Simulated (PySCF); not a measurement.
# C7H16OP2Se: the cost of one run

Computed with PySCF 2.14.0 and routines of our own; the level stands in each step. Atoms count from 0.

### Step 1. The system as given

27 atoms, charge 0, multiplicity 1; geometry from: GFN2-xTB.

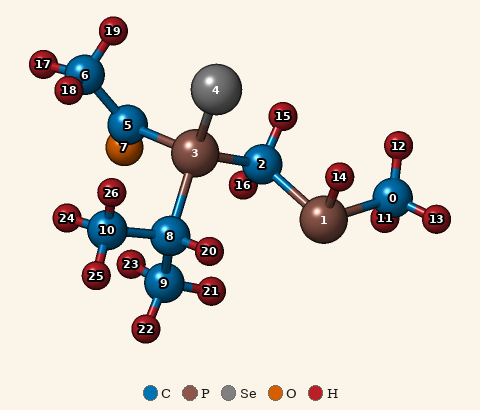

The starting geometry (carbon blue, phosphorus brown, selenium grey, oxygen orange, hydrogen red).

### Step 2. Magnetic properties: GIAO PBE0/pcSseg-1

Job settings and geometry (Å):

```
{"job": {"kind": "mag", "xc": "PBE0", "basis": "pcSseg-1", "isotopologues": 0}, "charge": 0, "multiplicity": 1}
C      3.941047    -1.103525     0.262965
P      2.220076    -1.018088     0.926194
C      1.468708     0.000614    -0.445584
P     -0.096750     0.751272     0.153505
Se     0.182880     2.405507     1.404205
C     -0.983151     1.146772    -1.471865
C     -1.754721     2.414702    -1.461815
O     -0.851955     0.389131    -2.393983
C     -1.085693    -0.636087     0.901003
C     -1.095822    -1.882812     0.029811
C     -2.488724    -0.116774     1.191977
H      3.960678    -1.777825    -0.592949
H      4.305724    -0.121567    -0.034680
H      4.589059    -1.512705     1.036201
H      2.446403     0.082717     1.761722
H      2.134291     0.820051    -0.738504
H      1.255103    -0.628558    -1.315424
H     -2.338978     2.536146    -2.370847
H     -2.389739     2.449804    -0.576285
H     -1.044171     3.237613    -1.363384
H     -0.568589    -0.841951     1.849890
H     -0.097807    -2.312385    -0.046288
H     -1.751887    -2.629007     0.474836
H     -1.459877    -1.658049    -0.971127
H     -3.043554     0.029144     0.265154
H     -3.034420    -0.828466     1.808138
H     -2.438027     0.830751     1.729299
```

Method: GIAO PBE0/pcSseg-1 magnetisability, rotational g tensor and spin-rotation constants, non-relativistic, gas phase.

The run is started by

```bash
$ OMP_NUM_THREADS=1 python excited_run.py task.json out
```

One launch serves the whole session: the jobs run in the order shown.

**Question.** How long does this first job take on 1 thread of Intel Xeon at 2.50GHz, shared host, and how much memory does it need?

About 5.6 min, with a peak of 1.8 GiB.
